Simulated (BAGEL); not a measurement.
**CH4Si (SMILES C[SiH]), step by step**

We compute the energy (HF/cc-pVDZ), then the energy (NEVPT2(2,2)/cc-pVDZ), then a single-point energy (CASPT2(2,2)/cc-pVDZ) of CH4Si. 

The results are computed with BAGEL 1.2.2.

2 further runs of the same task are left out: 2 set aside as unsound or not needed.

### 1 The structure to begin with

CH4Si: 6 atoms, total charge 0, spin state singlet. As SMILES, `C[SiH]`. The C1–H5 distance was set to 2.086 Å, away from the relaxed value. At this shape a bond of the SMILES string is far longer than usual.

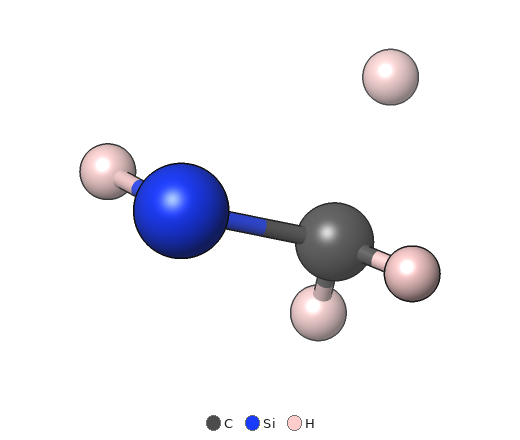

The structure, seen from a chosen angle (carbon dark grey, silicon blue, hydrogen pink).

### 2 A single-point energy at HF/cc-pVDZ (density fitting with svp-jkfit) (run 1)

Input file input.json:

```json
{ "bagel" : [

{
  "title" : "molecule",
  "basis" : "cc-pvdz.json",
  "df_basis" : "svp-jkfit",
  "angstrom" : true,
  "geometry" : [
    { "atom" : "C", "xyz" : [      -0.156050,      -1.039204,       0.350155 ] },
    { "atom" : "Si", "xyz" : [       0.854750,      -0.463404,       1.842755 ] },
    { "atom" : "H", "xyz" : [      -1.219450,      -1.083304,       0.618255 ] },
    { "atom" : "H", "xyz" : [       0.152450,      -2.008804,      -0.042545 ] },
    { "atom" : "H", "xyz" : [      -0.024000,       0.382000,      -1.170800 ] },
    { "atom" : "H", "xyz" : [       0.079650,       0.846796,       2.004455 ] }
  ]
},

{ "title" : "hf" },

{ "title" : "print", "file" : "orbitals.molden", "orbitals" : true }

]}
```

The basis set cc-pVDZ is read from a file made from the Basis Set Exchange's data (not shown).

Launch:

```sh
$ BAGEL_NUM_THREADS=1 BAGEL input.json > input.out
```

What it wrote:

```text
* using 1 threads per process

  ===============================================================
  ===============================================================

  *** Geometry ***

  { "atom" : "C", "xyz" : [     -0.294892,     -1.963811,      0.661697 ] },
  { "atom" : "Si", "xyz" : [      1.615243,     -0.875707,      3.482302 ] },
  { "atom" : "H", "xyz" : [     -2.304427,     -2.047148,      1.168333 ] },
  { "atom" : "H", "xyz" : [      0.288089,     -3.796089,     -0.080398 ] },
  { "atom" : "H", "xyz" : [     -0.045353,      0.721875,     -2.212491 ] },
  { "atom" : "H", "xyz" : [      0.150517,      1.600213,      3.787871 ] },

  Number of auxiliary basis functions:      275

  Since a DF basis is specified, we compute 2- and 3-index integrals:
    o Being stored without compression. Storage requirement is 0.006 GB

  Number of basis functions:       52
  Number of electrons      :       24

    * METHOD: MOLECULE                             0.06

  *** RHF ***

  === Nuclear Repulsion ===
    46.3036893772

      * DIIS with orbital gradients will be used.

  === RHF iteration (cc-pvdz.json) ===
      0       -328.77981803          0.02034229           0.01
      1       -328.86809255          0.01418650           0.01
      2       -328.91130092          0.00226498           0.01
      3       -328.91393806          0.00038644           0.01
      4       -328.91402324          0.00011958           0.01
      5       -328.91403529          0.00003840           0.01
      6       -328.91403630          0.00001371           0.01
      7       -328.91403646          0.00000677           0.01
      8       -328.91403650          0.00000173           0.01
      9       -328.91403650          0.00000072           0.01
     10       -328.91403650          0.00000029           0.01
     11       -328.91403650          0.00000013           0.01
     12       -328.91403650          0.00000005           0.01
     13       -328.91403650          0.00000002           0.01
     14       -328.91403650          0.00000001           0.01
    * SCF iteration converged.

    * Permanent dipole moment:
           (    0.246556,     0.354431,    -0.202673) a.u.

    * METHOD: HF                                   0.23

    * METHOD: PRINT                                0.00

  ===============================================================
```

Wall time 0.54 s (1 thread of Arm Neoverse V2, shared host); peak memory 0.14 GiB.

### 3 The energy at NEVPT2(2,2)/cc-pVDZ (density fitting with svp-jkfit) (run 2)

Input file job.json:

```json
{ "bagel" : [

{
  "title" : "molecule",
  "basis" : "cc-pvdz.json",
  "df_basis" : "svp-jkfit",
  "angstrom" : "true",
  "geometry" : [
    { "atom" : "C", "xyz" : [   -0.156050,   -1.039204,    0.350155 ] },
    { "atom" : "Si", "xyz" : [    0.854750,   -0.463404,    1.842755 ] },
    { "atom" : "H", "xyz" : [   -1.219450,   -1.083304,    0.618255 ] },
    { "atom" : "H", "xyz" : [    0.152450,   -2.008804,   -0.042545 ] },
    { "atom" : "H", "xyz" : [   -0.024000,    0.382000,   -1.170800 ] },
    { "atom" : "H", "xyz" : [    0.079650,    0.846796,    2.004455 ] }
  ]
},
{ "title" : "hf", "charge" : 0 },
{ "title" : "casscf", "nstate" : 1, "nact" : 2, "nclosed" : 11, "charge" : 0, "active" : [11, 14], "maxiter" : 200, "natocc" : "true" },
{
  "title" : "nevpt2",
  "nstate" : 1,
  "nact" : 2,
  "nclosed" : 11,
  "charge" : 0,
  "active" : [11, 14],
  "maxiter" : 200,
  "natocc" : "true",
  "ncore" : 6
},
{ "title" : "print", "file" : "orbitals.molden", "orbitals" : "true" }

]}
```

The basis set cc-pVDZ is read from a file made from the Basis Set Exchange's data (not shown).

Launch:

```sh
$ BAGEL_NUM_THREADS=1 BAGEL job.json > job.out
```

What it wrote:

```text
* using 1 threads per process

  ===============================================================
  ===============================================================

  *** Geometry ***

  { "atom" : "C", "xyz" : [     -0.294892,     -1.963811,      0.661697 ] },
  { "atom" : "Si", "xyz" : [      1.615243,     -0.875707,      3.482302 ] },
  { "atom" : "H", "xyz" : [     -2.304427,     -2.047148,      1.168333 ] },
  { "atom" : "H", "xyz" : [      0.288089,     -3.796089,     -0.080398 ] },
  { "atom" : "H", "xyz" : [     -0.045353,      0.721875,     -2.212491 ] },
  { "atom" : "H", "xyz" : [      0.150517,      1.600213,      3.787871 ] },

  Number of auxiliary basis functions:      275

[... 21 lines left out ...]
    * SCF iteration converged.
[... 1 line left out ...]
    * Permanent dipole moment:
[... 27 lines left out ...]
    * Second-order optimization converged. *
[... 1 line left out ...]
     guess   0:   closed 1.                   open ..

  === FCI iteration ===

      0  0      -328.90918737     8.13e-02      0.00
      1  0      -328.96878968     4.37e-03      0.00
      2  0 *    -328.96897943     5.12e-16      0.00

     * ci vector, state   0, <S^2> = 0.0000
       2.     0.9384713379
       .2    -0.3453571310

    * METHOD: CASSCF                               0.71

    * freezing 6 orbitals

  === DF-NEVPT2 calculation ===

    * 3-index integral transformation done
    * assembly done

      NEVPT2 correlation energy:   -0.2071637582      0.03

          (+0)     -0.1562702282
          (+0)'    -0.0119517206
          (+1)     -0.0075428844
          (+1)'    -0.0000000000
          (+2)     -0.0003541449
          (-1)     -0.0283693727
          (-1)'     0.0000000000
          (-2)     -0.0026754073

      NEVPT2 total energy:       -329.1761431920

    * METHOD: NEVPT2                               0.05

    * METHOD: PRINT                                0.00

  ===============================================================
```

Run time: 1.3 s. Hardware: 1 thread of Arm Neoverse V2, shared host; peak memory 0.14 GiB.

### 4 A single-point energy at CASPT2(2,2)/cc-pVDZ (density fitting with svp-jkfit) (run 3)

Input file job.json:

```json
{ "bagel": [

{
  "title": "molecule",
  "basis": "cc-pvdz.json",
  "df_basis": "svp-jkfit",
  "angstrom": true,
  "geometry": [
    { "atom": "C", "xyz": [   -0.156050,   -1.039204,    0.350155 ] },
    { "atom": "Si", "xyz": [    0.854750,   -0.463404,    1.842755 ] },
    { "atom": "H", "xyz": [   -1.219450,   -1.083304,    0.618255 ] },
    { "atom": "H", "xyz": [    0.152450,   -2.008804,   -0.042545 ] },
    { "atom": "H", "xyz": [   -0.024000,    0.382000,   -1.170800 ] },
    { "atom": "H", "xyz": [    0.079650,    0.846796,    2.004455 ] }
  ]
},
{
  "title": "hf"
},
{
  "title": "casscf",
  "nstate": 1,
  "nact": 2,
  "nclosed": 11,
  "nspin": 0,
  "active": [11, 14],
  "maxiter": 200,
  "natocc": true
},
{
  "title": "print",
  "file": "orbitals.molden",
  "orbitals": true
},
{
  "title": "smith",
  "method": "caspt2",
  "ms": true,
  "xms": true,
  "sssr": true,
  "shift": 0.2,
  "shift_imag": true,
  "ncore": 6
}

]}
```

The basis set cc-pVDZ is read from a file made from the Basis Set Exchange's data (not shown).

Launch:

```sh
$ BAGEL_NUM_THREADS=1 BAGEL job.json > job.out
```

What it wrote:

```text
* using 1 threads per process

  ===============================================================
  ===============================================================

  *** Geometry ***

  { "atom" : "C", "xyz" : [     -0.294892,     -1.963811,      0.661697 ] },
  { "atom" : "Si", "xyz" : [      1.615243,     -0.875707,      3.482302 ] },
  { "atom" : "H", "xyz" : [     -2.304427,     -2.047148,      1.168333 ] },
  { "atom" : "H", "xyz" : [      0.288089,     -3.796089,     -0.080398 ] },
  { "atom" : "H", "xyz" : [     -0.045353,      0.721875,     -2.212491 ] },
  { "atom" : "H", "xyz" : [      0.150517,      1.600213,      3.787871 ] },

  Number of auxiliary basis functions:      275

[... 21 lines left out ...]
    * SCF iteration converged.
[... 1 line left out ...]
    * Permanent dipole moment:
[... 27 lines left out ...]
    * Second-order optimization converged. *
[... 9 lines left out ...]
     * ci vector, state   0, <S^2> = 0.0000
[... 16 lines left out ...]
    * Zeroth order energy : state  0       -0.5865722650
[... 4 lines left out ...]
       #      aibj      arbs      arbi      airj      risj      airs      arst      rist         Etot      error   time
[... 2 lines left out ...]
       0  -0.15517  -0.00336  -0.02977  -0.00814  -0.00052  -0.01136  -0.00000   0.00000   -0.2083111  0.0012921   0.02
       1  -0.15524  -0.00337  -0.02982  -0.00819  -0.00054  -0.01150  -0.00000  -0.00000   -0.2086551  0.0001830   0.01
       2  -0.15525  -0.00337  -0.02982  -0.00819  -0.00054  -0.01150  -0.00000  -0.00000   -0.2086638  0.0000382   0.01
       3  -0.15525  -0.00337  -0.02982  -0.00819  -0.00054  -0.01150  -0.00000  -0.00000   -0.2086642  0.0000080   0.01
       4  -0.15525  -0.00337  -0.02982  -0.00819  -0.00054  -0.01150   0.00000   0.00000   -0.2086642  0.0000014   0.01
       5  -0.15525  -0.00337  -0.02982  -0.00819  -0.00054  -0.01150  -0.00000  -0.00000   -0.2086642  0.0000002   0.01

      ------------------------------------------------------------------------------------------------------------------

    * CASPT2 energy : state  0     -329.1796887030
        w/o shift correction       -329.1776436223
        reference weight              0.9143666972

    * METHOD: SMITH                                0.13

  ===============================================================
```

Run time: 1.6 s. Hardware: 1 thread of Arm Neoverse V2, shared host; peak memory 0.14 GiB.

### 5 Results

| quantity | value |
| --- | --- |
| run 1, HF/cc-pVDZ: total energy | -328.91404 Eh |
| run 1, HF/cc-pVDZ: dipole moment | 1.21 D |
| run 1, HF/cc-pVDZ: HOMO energy | -8.69 eV |
| run 1, HF/cc-pVDZ: LUMO energy | -0.03 eV |
| run 1, HF/cc-pVDZ: HOMO–LUMO gap | 8.66 eV |
| run 2, NEVPT2(2,2)/cc-pVDZ: total energy | -329.17614 Eh |
| run 3, CASPT2(2,2)/cc-pVDZ: total energy | -329.17969 Eh |

**Reading.** One bond (run 1, HF/cc-pVDZ) is far stretched, which a spin-restricted single reference describes badly; a broken-symmetry solution may lie lower.
